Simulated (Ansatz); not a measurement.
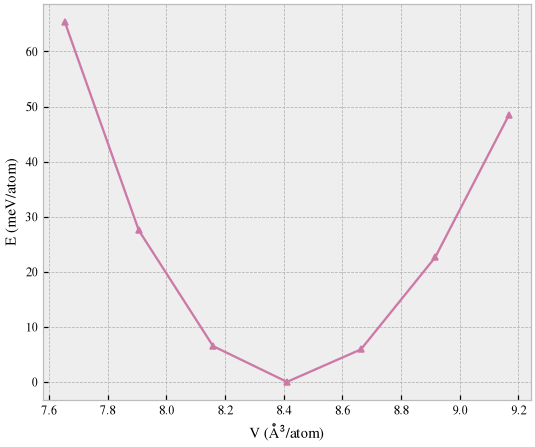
AlN (NiAs type, space group No. 194) under volume change, r²SCAN in the plane-wave PAW code Ansatz, shape and atoms relaxed at each volume.

Q: What does a third-order Birch–Murnaghan fit give for V₀, B₀ and B′?

A: V₀ = 8.41 Å³/atom, B₀ = 263 GPa, B′ = 4.0.

Space group P6_3/mmc (NiAs type). A made-up cell: these elements were put on the sites of a structure type; the Crystallography Open Database copy checked does not list it. It is not the phase usual at ambient conditions (space group No. 186, 216). Symmetry was held in the r²SCAN relaxation; whether a distortion lowers the energy is not shown.

Potentials: the later of the program's two PAW sets.
